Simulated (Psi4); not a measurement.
# C2H3F3 (1,1,2-trifluoroethane): wB97M-V/def2-SVP

Aim: the vertical ionisation energy of C2H3F3 (1,1,2-trifluoroethane) at wB97M-V/def2-SVP, from 2 runs. 

Program for the calculation: Psi4 1.11.

2 further runs of the same task are left out: 2 set aside as unsound or not needed.

**1. The structure to begin with**

The species is C2H3F3 (8 atoms), meant as a singlet with charge 0. As SMILES, `FCC(F)F`. The shape is that of a PBE0-D4/def2-TZVP optimisation. This is one conformer, not always the lowest.

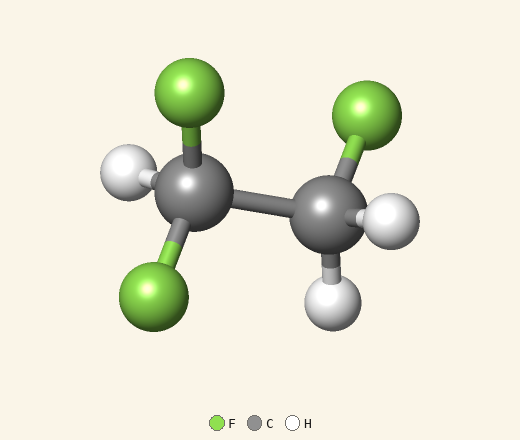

The structure, seen from a chosen angle (fluorine green, carbon grey, hydrogen white).

**2. The energy at wB97M-V/def2-SVP**

c2h3f3.xyz

```xyz
8
C2H3F3
F     -1.142800    -0.681000     1.163100
C     -0.188200     0.195100     0.711800
C      0.172900    -0.152400    -0.711300
F      0.824200    -1.335800    -0.756500
F      1.011700     0.803600    -1.182200
H      0.701700     0.118900     1.342500
H     -0.588500     1.211500     0.747300
H     -0.698800    -0.217000    -1.370500
```

c2h3f3.py

```python
import psi4

psi4.set_memory(1600000000)
psi4.set_num_threads(1)
psi4.set_output_file('run.log', False)

with open('c2h3f3.xyz') as f:
    atoms = ''.join(f.readlines()[2:])
mol = psi4.geometry('0 1\n' + atoms + 'symmetry c1\nno_reorient\nno_com')

options = {'basis': 'def2-SVP', 'reference': 'rks', 'puream': True, 'e_convergence': 1e-09, 'd_convergence': 1e-08, 'scf_type': 'pk', 'dft_radial_points': 99, 'dft_spherical_points': 590}
psi4.set_options(options)

e, wfn = psi4.energy("wb97m-v", molecule=mol, return_wfn=True)
print('E =', round(e, 9))
for k, v in sorted(psi4.core.scalar_variables().items()):
    print(f'{k:45s} {v:18.10f}')
```

On the command line:

```bash
$ python c2h3f3.py
```

run.log:

```text
[...]
  Running in c1 symmetry.
[...]
  Nuclear repulsion =  191.359785586364609
[...]
  Multiplicity = 1
[...]
  Nalpha       = 21
  Nbeta        = 21
[...]
    Number of basis functions: 85
[...]
   @RKS iter   1:  -377.06538254064236   -4.29249e-01   4.68741e-03 ADIIS/DIIS
[...]
   @RKS iter  12:  -377.12775161958666   -3.69482e-12   4.95350e-09 DIIS
[...]
    Orbital Energies [Eh]
    ---------------------
    Doubly Occupied:
       1A    -24.926225     2A    -24.922055     3A    -24.907425
       4A    -10.523045     5A    -10.449261     6A     -1.378461
       7A     -1.323898     8A     -1.314864     9A     -0.891138
      10A     -0.772849    11A     -0.684429    12A     -0.671668
      13A     -0.655192    14A     -0.609124    15A     -0.602504
      16A     -0.546167    17A     -0.540993    18A     -0.516646
      19A     -0.501936    20A     -0.465371    21A     -0.439272
[...]
  @RKS Final Energy:  -377.12775161958666
   => Energetics <=
    Nuclear Repulsion Energy =            191.3597855863646089
    One-Electron Energy =                -902.0234988239410541
    Two-Electron Energy =                 364.8261742034359827
    DFT Exchange-Correlation Energy =     -31.4611601063723754
    Empirical Dispersion Energy =           0.0000000000000000
    VV10 Nonlocal Energy =                  0.1709475209261480
    Total Energy =                       -377.1277516195866610
[...]
 Multipole Moments:
 ------------------------------------------------------------------------------------
     Multipole            Electronic (a.u.)      Nuclear  (a.u.)        Total (a.u.)
 ------------------------------------------------------------------------------------
 L = 1.  Multiply by 2.5417464519 to convert [e a0] to [Debye]
 Dipole X            :        -10.7291690           10.5078221           -0.2213469
 Dipole Y            :         18.5669539          -18.0453727            0.5215812
 Dipole Z            :         11.9035503          -11.8260951            0.0774553
 Magnitude           :                                                    0.5718747
[...]
```

The script printed:

```text
E = -377.12775162
CURRENT ENERGY                                   -377.1277516196
CURRENT REFERENCE ENERGY                         -377.1277516196
DD SOLVATION ENERGY                                 0.0000000000
DFT FUNCTIONAL TOTAL ENERGY                      -377.1277516196
DFT TOTAL ENERGY                                 -377.1277516196
DFT VV10 ENERGY                                     0.1709475209
DFT XC ENERGY                                     -31.4611601064
GRID ELECTRONS ALPHA                               20.9999999952
GRID ELECTRONS BETA                                20.9999999952
GRID ELECTRONS TOTAL                               41.9999999903
NUCLEAR REPULSION ENERGY                          191.3597855864
ONE-ELECTRON ENERGY                              -902.0234988239
PCM POLARIZATION ENERGY                             0.0000000000
PE ENERGY                                           0.0000000000
SCF ITERATION ENERGY                             -377.1277516196
SCF ITERATIONS                                     12.0000000000
SCF TOTAL ENERGY                                 -377.1277516196
TWO-ELECTRON ENERGY                               364.8261742034
XC GRID RADIAL POINTS                              99.0000000000
XC GRID SPHERICAL POINTS                          590.0000000000
XC GRID TOTAL POINTS                           443410.0000000000
```

Run time: 1.9 min. Hardware: 1 thread of Intel Xeon Platinum 8559C (Emerald Rapids), shared host; peak memory 0.97 GiB.

**3. The doublet cation**

calc.in

```
memory 1600 mb

molecule geom {
  1 2
  F
  C 1 r2
  C 2 r3 1 a3
  F 3 r4 2 a4 1 d4
  F 3 r5 4 a5 2 d5
  H 2 r6 1 a6 3 d6
  H 2 r7 6 a7 1 d7
  H 3 r8 4 a8 5 d8

  r2 = 1.372036
  r3 = 1.508762
  a3 = 109.25063
  r4 = 1.351544
  a4 = 110.3984
  d4 = -68.26143
  r5 = 1.356196
  a5 = 107.91194
  d5 = 118.1217
  r6 = 1.093394
  a6 = 109.39208
  d6 = -119.81013
  r7 = 1.092964
  a7 = 110.13062
  d7 = 119.98164
  r8 = 1.094796
  a8 = 108.17325
  d8 = 117.74722
  units angstrom
  symmetry c1
  no_reorient
  no_com
}

set basis def2-SVP
set reference uks
set puream true
set e_convergence 1e-09
set d_convergence 1e-08
set scf_type pk
set dft_radial_points 99
set dft_spherical_points 590
set maxiter 200

energy("wb97m-v")
print_variables()
```

On the command line:

```bash
$ psi4 -i calc.in -o calc.out -n 1
```

calc.out:

```text
[...]
  Running in c1 symmetry.
[...]
  Nuclear repulsion =  191.359798377413824
[...]
  Multiplicity = 2
[...]
  Nalpha       = 21
  Nbeta        = 20
[...]
    Number of basis functions: 85
[...]
   @UKS iter   1:  -376.60844957949246    2.76850e-02   4.35938e-03 ADIIS/DIIS
[...]
   @UKS iter  22:  -376.67199777038331   -3.24007e-12   4.96767e-09 DIIS
[...]
   @S^2 Observed:                7.528404680E-01
[...]
    Orbital Energies [Eh]
    ---------------------
    Alpha Occupied:
       1A    -25.235279     2A    -25.230718     3A    -25.216563
       4A    -10.844600     5A    -10.753162     6A     -1.677169
       7A     -1.619666     8A     -1.612341     9A     -1.199796
      10A     -1.062388    11A     -0.979446    12A     -0.961742
      13A     -0.951423    14A     -0.894311    15A     -0.887103
      16A     -0.841328    17A     -0.838164    18A     -0.804545
      19A     -0.798692    20A     -0.748612    21A     -0.745641
    Alpha Virtual:
      22A     -0.118400    23A     -0.083938    24A     -0.065649
      25A     -0.036861    26A     -0.007185    27A      0.023494
[...]
  @UKS Final Energy:  -376.67199777038331
   => Energetics <=
    Nuclear Repulsion Energy =            191.3597983774138243
    One-Electron Energy =                -889.7890532425058154
    Two-Electron Energy =                 352.7751187011033380
    DFT Exchange-Correlation Energy =     -31.1858320305304986
    Empirical Dispersion Energy =           0.0000000000000000
    VV10 Nonlocal Energy =                  0.1679704241357899
    Total Energy =                       -376.6719977703833138
[...]
 Multipole Moments:
 ------------------------------------------------------------------------------------
     Multipole            Electronic (a.u.)      Nuclear  (a.u.)        Total (a.u.)
 ------------------------------------------------------------------------------------
 L = 1.  Multiply by 2.5417464519 to convert [e a0] to [Debye]
 Dipole X            :         -0.9902244            1.7326049            0.7423805
 Dipole Y            :         -1.7206059            2.2729610            0.5523551
 Dipole Z            :          0.0060763            0.0978602            0.1039365
 Magnitude           :                                                    0.9311433
[...]
```

Wall time 3.6 min (1 thread of Intel Xeon Platinum 8559C (Emerald Rapids), shared host); peak memory 0.95 GiB.

**4. Outcome**

At wB97M-V/def2-SVP:

```
                                          quantity          value
                      singlet C2H3F3: total energy  -377.12775 Eh
                     singlet C2H3F3: dipole moment         1.45 D
                       singlet C2H3F3: HOMO energy      -11.95 eV
                       singlet C2H3F3: LUMO energy        3.92 eV
                     singlet C2H3F3: HOMO–LUMO gap       15.87 eV
                      doublet cation: total energy  -376.67200 Eh
doublet cation: HOMO energy (highest over α and β)      -20.08 eV
 doublet cation: LUMO energy (lowest over α and β)      -12.86 eV
                              doublet cation: ⟨S²⟩          0.753
vertical ionisation energy (to the doublet cation)      12.402 eV
```

**Reading.** Removing an electron at fixed nuclei costs 12.40 eV (1197 kJ/mol). −ε(HOMO) before ionisation, 11.95 eV, is 0.45 eV below this ionisation energy.
